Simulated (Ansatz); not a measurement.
```xyz
10

F    -1.8610   -0.1814   -0.6332
C    -0.4622   -0.0448   -0.6231
Si    0.2845   -1.3406    0.5321
Ga    0.0730    1.8175   -0.1710
H    -0.0996   -0.2621   -1.6385
H    -0.0603   -1.0330    1.9462
H     1.7629   -1.2841    0.3753
H    -0.2085   -2.7029    0.2024
H    -1.0274    2.8504    0.2395
H     1.5986    2.1811   -0.2297
```

Geometry: PBE0-D4/def2-TZVP.

Level of theory: RKS PBE0-D4/def2-TZVPP in Ansatz 0.2.0.

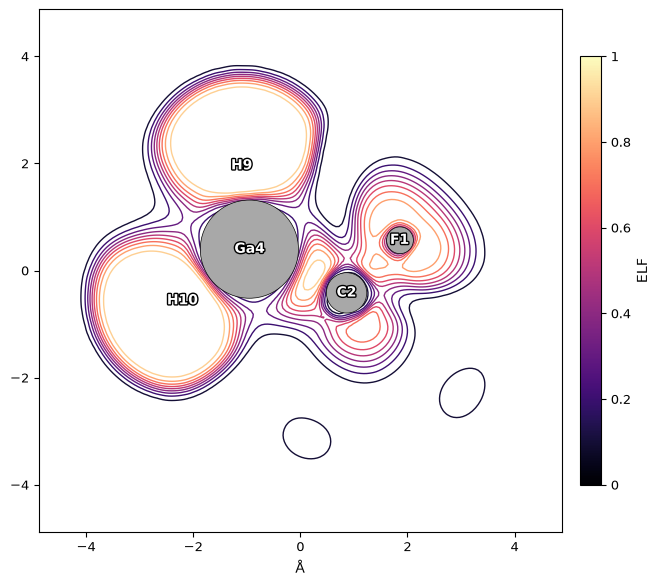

CH6FGaSi. ELF on the plane of atoms C2, Ga4 and H9. Grey discs cover the atomic cores.

Read the bonding off the picture.

Answer. The section cuts through F, C, Ga and H sites.
C–F (1.41 Å): the ELF peaks at about 0.80 between the atoms (a polar covalent bond).
C–Ga (1.99 Å): the ELF peaks at about 0.95 in the valence shell of C, 0.7 Å from its nucleus, and is about 0.55 at the midpoint.
Ga–H (1.56 Å): the ELF climbs to about 1 towards the hydrogen.
The ELF also peaks beside F1, away from the bonds: lone-pair regions.
